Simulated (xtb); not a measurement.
## C₄H₆P (charge +1): calculation of the molecule and its ions

C₄H₆P, charge +1, computed with GFN1-xTB (xtb 6.7.1).

The geometry was optimised with GFN2-xTB.

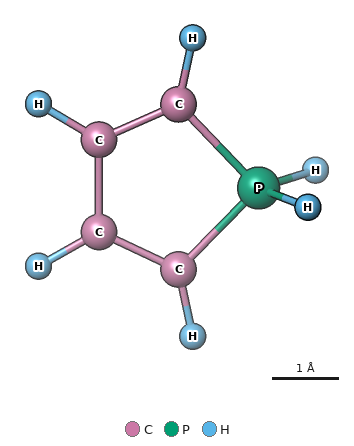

**Figure 1.** The structure (ball-and-stick view, seen at a tilt). Bond lengths as drawn: C–C 1.35 to 1.46 Å, C–H 1.08 Å, C–P 1.79 Å and H–P 1.37 Å.

### Input (input.xyz)
```
11
C4H6P
C     -1.111438     0.741799    -0.138260
C     -0.783873     0.167344     1.033758
P      0.751403    -0.723791     0.800318
C      0.885612    -0.265677    -0.925316
C     -0.177259     0.499650    -1.234346
H     -1.993952     1.343202    -0.286340
H     -1.333677     0.222466     1.957485
H      0.646326    -2.077137     1.009969
H      1.785025    -0.264627     1.579637
H      1.684154    -0.560540    -1.584090
H     -0.352322     0.917301    -2.212806
```

Machine: 1 thread of Intel Xeon (Sapphire Rapids), 16 GiB of memory available, shared host.

Launched with:
```bash
xtb --acc 30 --chrg 1 --vipea -- input.xyz > input.out 2> xtb.err
```

### Log
```
* xtb version 6.7.1
   ID    Z sym.   atoms
    1    6 C      1, 2, 4, 5
    2   15 P      3
    3    1 H      6-11

           -------------------------------------------------
          |                Calculation Setup                |
           -------------------------------------------------

          program call               : xtb --acc 30 --chrg 1 --vipea -- input.xyz
          coordinate file            : input.xyz
          omp threads                :                     1

           -------------------------------------------------
          |                 G F N 1 - x T B                 |
           -------------------------------------------------

      * Hamiltonian:
        H0-scaling (s, p, d)           1.850000    2.250000    2.000000
        zeta-weighting                 0.000000
      * Dispersion:
        s8                             2.400000
        a1                             0.630000
        a2                             5.000000
        s9                             0.000000
      * Repulsion:
        kExp                           1.500000
        rExp                           1.000000
      * Coulomb:
        alpha                          2.000000
        third order                    atomic
        anisotropic                    false
      * Halogen bond correction:
        rad-scale                      1.300000
        damping                        0.440000

          ...................................................
          :                      SETUP                      :
          :.................................................:
          :  # basis functions                  38          :
          :  # atomic orbitals                  37          :
          :  # shells                           23          :
          :  # electrons                        26          :
          :  # halogen bonds                     0          :
          :  max. iterations                   250          :
          :  Hamiltonian                  GFN1-xTB          :
          :  restarted?                      false          :
          :  GBSA solvation                  false          :
          :  PC potential                    false          :
          :  electronic temp.          300.0000000     K    :
          :  accuracy                   30.0000000          :
          :  -> integral cutoff          0.2000000E+02      :
          :  -> integral neglect         0.3000000E-06      :
          :  -> SCF convergence          0.3000000E-04 Eh   :
          :  -> wf. convergence          0.6000000E-03 e    :
          :  Broyden damping             0.4000000          :
          :  net charge                          1          :
          :  unpaired electrons                  0          :
          ...................................................

 iter      E             dE          RMSdq      gap      omega  full diag
   1    -14.0155935 -0.140156E+02  0.791E+00    2.97       0.0  T
   2    -14.0241965 -0.860294E-02  0.481E+00    3.06       1.0  T
   3    -13.9803766  0.438199E-01  0.105E+00    2.92       1.0  T
   4    -14.0171119 -0.367353E-01  0.558E-01    3.08       1.0  T
   5    -14.0267906 -0.967868E-02  0.823E-02    3.04       1.0  T
   6    -14.0269507 -0.160050E-03  0.220E-02    3.03       1.4  T
   7    -14.0269625 -0.118769E-04  0.504E-03    3.03       6.0  T
   8    -14.0269624  0.964719E-07  0.198E-03    3.03      15.2  T

   *** convergence criteria satisfied after 8 iterations ***

         #    Occupation            Energy/Eh            Energy/eV
      -------------------------------------------------------------
         1        2.0000           -1.0279297             -27.9714
       ...           ...                  ...                  ...
         7        2.0000           -0.7668641             -20.8674
         8        2.0000           -0.7247223             -19.7207
         9        2.0000           -0.7207073             -19.6114
        10        2.0000           -0.6959919             -18.9389
        11        2.0000           -0.6941671             -18.8892
        12        2.0000           -0.6935043             -18.8712
        13        2.0000           -0.6416389             -17.4599 (HOMO)
        14                         -0.5301491             -14.4261 (LUMO)
        15                         -0.4379057             -11.9160
        16                         -0.4269743             -11.6186
        17                         -0.3953737             -10.7587
        18                         -0.3436654              -9.3516
       ...                                ...                  ...
        37                          1.1394928              31.0072
      -------------------------------------------------------------
                  HL-Gap            0.1114898 Eh            3.0338 eV
             Fermi-level           -0.5858940 Eh          -15.9430 eV

 SCC (total)                   0 d,  0 h,  0 min,  0.008 sec
 SCC setup                      ...        0 min,  0.000 sec (  0.961%)
 Dispersion                     ...        0 min,  0.000 sec (  0.556%)
 classical contributions        ...        0 min,  0.000 sec (  0.236%)
 integral evaluation            ...        0 min,  0.002 sec ( 24.362%)
 iterations                     ...        0 min,  0.002 sec ( 24.335%)
 molecular gradient             ...        0 min,  0.004 sec ( 47.955%)
 printout                       ...        0 min,  0.000 sec (  1.501%)

         :::::::::::::::::::::::::::::::::::::::::::::::::::::
         ::                     SUMMARY                     ::
         :::::::::::::::::::::::::::::::::::::::::::::::::::::
         :: total energy             -13.803977623441 Eh    ::
         :: gradient norm              0.015212842802 Eh/a0 ::
         :: HOMO-LUMO gap              3.033792540905 eV    ::
         ::.................................................::
         :: SCC energy               -14.026962440274 Eh    ::
         :: -> electrostatic           0.113787207752 Eh    ::
         :: repulsion energy           0.227316242884 Eh    ::
         :: dispersion energy         -0.004331426051 Eh    ::
         :: halogen bond corr.         0.000000000000 Eh    ::
         :: add. restraining           0.000000000000 Eh    ::
         :: total charge               1.000000000000 e     ::
         :::::::::::::::::::::::::::::::::::::::::::::::::::::

           -------------------------------------------------
          |        vertical delta SCC IP calculation        |
           -------------------------------------------------

 iter      E             dE          RMSdq      gap      omega  full diag
   1    -13.2358734 -0.132359E+02  0.157E+00    3.03       0.0  T
   2    -13.2613079 -0.254345E-01  0.793E-01    3.18       1.0  T
   3    -13.2620654 -0.757470E-03  0.486E-01    3.20       1.0  T
   4    -13.2602731  0.179231E-02  0.256E-01    3.18       1.0  T
   5    -13.2620481 -0.177508E-02  0.841E-02    3.20       1.0  T
   6    -13.2622098 -0.161704E-03  0.153E-02    3.19       2.0  T
   7    -13.2622136 -0.377134E-05  0.379E-03    3.19       7.9  T
   8    -13.2622137 -0.125058E-06  0.834E-04    3.19      36.2  T
     SCC iter.                  ...        0 min,  0.002 sec
     gradient                   ...        0 min,  0.004 sec
------------------------------------------------------------------------
empirical IP shift (eV):    4.8455
delta SCC IP (eV):   15.9644
------------------------------------------------------------------------
           -------------------------------------------------
          |        vertical delta SCC EA calculation        |
           -------------------------------------------------

 iter      E             dE          RMSdq      gap      omega  full diag
   1    -14.3564778 -0.143565E+02  0.280E+00    2.65       0.0  T
   2    -14.4334977 -0.770199E-01  0.167E+00    2.71       1.0  T
   3    -14.4322128  0.128489E-02  0.942E-01    2.30       1.0  T
   4    -14.4017760  0.304367E-01  0.119E+00    2.81       1.0  T
   5    -14.4384138 -0.366377E-01  0.678E-02    2.52       1.0  T
   6    -14.4384128  0.102996E-05  0.417E-02    2.51       1.0  T
   7    -14.4384327 -0.199370E-04  0.564E-03    2.52       5.3  T
   8    -14.4384329 -0.199608E-06  0.301E-03    2.52      10.0  T
     SCC iter.                  ...        0 min,  0.002 sec
     gradient                   ...        0 min,  0.004 sec
------------------------------------------------------------------------
empirical EA shift (eV):    4.8455
delta SCC EA (eV):    6.3512
------------------------------------------------------------------------
           -------------------------------------------------
          |                Property Printout                |
           -------------------------------------------------

    * Orbital Energies and Occupations

         #    Occupation            Energy/Eh            Energy/eV
      -------------------------------------------------------------
         1        2.0000           -0.7894852             -21.4830
         2        2.0000           -0.6340020             -17.2521
         3        2.0000           -0.6151106             -16.7380
         4        2.0000           -0.5825448             -15.8519
         5        2.0000           -0.5605161             -15.2524
         6        2.0000           -0.5560792             -15.1317
         7        2.0000           -0.5475399             -14.8993
         8        2.0000           -0.4930987             -13.4179
         9        2.0000           -0.4928532             -13.4112
        10        2.0000           -0.4659092             -12.6780
        11        2.0000           -0.4635364             -12.6135
        12        2.0000           -0.4594975             -12.5036
        13        2.0000           -0.4025562             -10.9541
        14        1.0000           -0.2928586              -7.9691 (HOMO)
        15                         -0.2000903              -5.4447 (LUMO)
        16                         -0.1866773              -5.0797
        17                         -0.1614706              -4.3938
        18                         -0.1290600              -3.5119
        19                         -0.1022125              -2.7813
        20                         -0.0855820              -2.3288
        21                         -0.0766967              -2.0870
        22                         -0.0719018              -1.9565
        23                         -0.0558926              -1.5209
        24                         -0.0469509              -1.2776
        25                          0.0015241               0.0415
       ...                                ...                  ...
        37                          1.3651849              37.1486
      -------------------------------------------------------------
                  HL-Gap            0.0927683 Eh            2.5244 eV
             Fermi-level           -0.2970909 Eh           -8.0843 eV

  Mulliken/CM5 charges         n(s)   n(p)   n(d)
     1C    -0.05216 -0.10263   1.054  2.998  0.000
     2C    -0.12457 -0.14469   1.018  3.107  0.000
     3P     0.10264 -0.16594   1.631  2.850  0.416
     4C    -0.12457 -0.14469   1.018  3.107  0.000
     5C    -0.05216 -0.10263   1.054  2.998  0.000
     6H     0.02295  0.07916   0.977  0.000  0.000
     7H     0.03178  0.08939   0.968  0.000  0.000
     8H     0.07068  0.16174   0.929  0.000  0.000
     9H     0.07068  0.16174   0.929  0.000  0.000
    10H     0.03178  0.08939   0.968  0.000  0.000
    11H     0.02295  0.07916   0.977  0.000  0.000

Wiberg/Mayer (AO) data.
largest (>0.10) Wiberg bond orders for each atom

 ---------------------------------------------------------------------------
     #   Z sym  total        # sym  WBO       # sym  WBO       # sym  WBO
 ---------------------------------------------------------------------------
     1   6 C    3.954 --     2 C    1.500     5 C    1.300     6 H    0.973
     2   6 C    3.876 --     1 C    1.500     3 P    1.168     7 H    0.968
     3  15 P    4.280 --     2 C    1.168     4 C    1.168     8 H    0.867
                             9 H    0.867
     4   6 C    3.876 --     5 C    1.500     3 P    1.168    10 H    0.968
     5   6 C    3.954 --     4 C    1.500     1 C    1.300    11 H    0.973
     6   1 H    1.003 --     1 C    0.973
     7   1 H    1.001 --     2 C    0.968
     8   1 H    0.992 --     3 P    0.867
     9   1 H    0.992 --     3 P    0.867
    10   1 H    1.001 --     4 C    0.968
    11   1 H    1.003 --     5 C    0.973
 ---------------------------------------------------------------------------

Topologies differ in total number of bonds
Writing topology from bond orders to xtbtopo.mol

 dipole moment from electron density (au)
     X       Y       Z
   0.6836  -0.6581   0.7280  total (Debye):    3.040

           -------------------------------------------------
          | TOTAL ENERGY              -14.215448076465 Eh   |
          | GRADIENT NORM               0.139645580159 Eh/α |
          | HOMO-LUMO GAP               2.524354118223 eV   |
           -------------------------------------------------

------------------------------------------------------------------------
------------------------------------------------------------------------
 total:
 *  cpu-time:     0 d,  0 h,  0 min,  0.029 sec
 * ratio c/w:     1.000 speedup
 SCF:
 *  cpu-time:     0 d,  0 h,  0 min,  0.023 sec
 * ratio c/w:     1.000 speedup
```

### Standard error
```
normal termination of xtb
```

### Summary

```json
{"quantity": "outcome", "value": "converged"}
{"quantity": "electrons treated", "value": "26"}
{"quantity": "total energy", "value": "−13.803978 hartree"}
{"quantity": "dispersion energy", "value": "−0.004331 hartree"}
{"quantity": "basis functions", "value": "38"}
{"quantity": "peak memory", "value": "0.071 GiB"}
```

### Notes

Settings chosen away from the usual ones: method = gfn2-xtb; task = vipea; x = {"accuracy": 30}; geo = {"prev": "A"}. These settings are looser than, or depart from, a standard set-up, so the numbers are not reference values for this system.
